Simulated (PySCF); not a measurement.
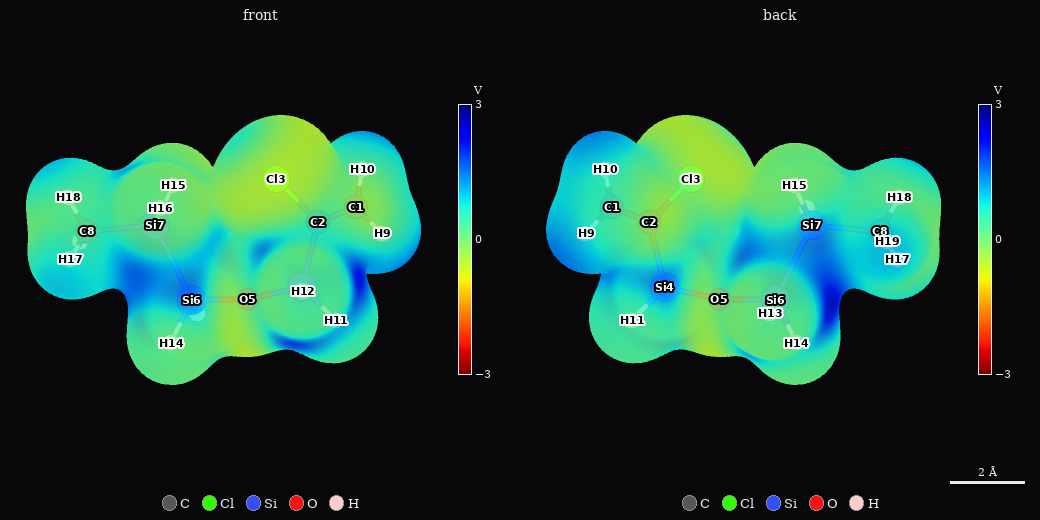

Figure. C₃H₁₁ClOSi₃ (SMILES C=C(Cl)[SiH2]O[SiH2][SiH2]C). The molecular electrostatic potential painted on the density surface at 0.004 e/bohr³, seen from the front and from behind; red is negative and blue positive.

Geometry: GFN2-xTB.

Method: PBE0/pcSseg-1, SCF density, gas phase, non-relativistic (PySCF 2.14.0).

```yaml
atoms:
  - { symbol: C, position_ang: [3.7742, 0.5775, -0.3915] }
  - { symbol: C, position_ang: [2.6854, 0.0770, 0.1661] }
  - { symbol: Cl, position_ang: [1.8073, 1.0395, 1.3189] }
  - { symbol: Si, position_ang: [1.9276, -1.6363, -0.1330] }
  - { symbol: O, position_ang: [0.3976, -1.4461, -0.5784] }
  - { symbol: Si, position_ang: [-1.1194, -0.9504, -0.9416] }
  - { symbol: Si, position_ang: [-1.6984, 0.8206, 0.4219] }
  - { symbol: C, position_ang: [-3.5613, 1.1522, 0.2186] }
  - { symbol: H, position_ang: [4.3268, -0.0128, -1.1014] }
  - { symbol: H, position_ang: [4.1534, 1.5624, -0.1726] }
  - { symbol: H, position_ang: [2.6328, -2.2790, -1.2378] }
  - { symbol: H, position_ang: [1.9245, -2.3848, 1.1207] }
  - { symbol: H, position_ang: [-1.0508, -0.6656, -2.3821] }
  - { symbol: H, position_ang: [-1.8963, -2.1873, -0.7781] }
  - { symbol: H, position_ang: [-1.0103, 2.0835, 0.0957] }
  - { symbol: H, position_ang: [-1.4553, 0.5908, 1.8572] }
  - { symbol: H, position_ang: [-4.1553, 0.2830, 0.4873] }
  - { symbol: H, position_ang: [-3.8854, 1.9766, 0.8462] }
  - { symbol: H, position_ang: [-3.8068, 1.4086, -0.8083] }
```

**Describe the electrostatic potential map.**

The most negative region (about −0.5 V) lies over Cl3 and O5, the most positive (about +2.3 V) over Si4 and Si6. Cl3 shows a σ-hole: about +0.7 V at the tip opposite its bond, against about −0.2 V on its flanks.

**What dipole moment does the calculation give?**

Its dipole moment is 0.96 D.
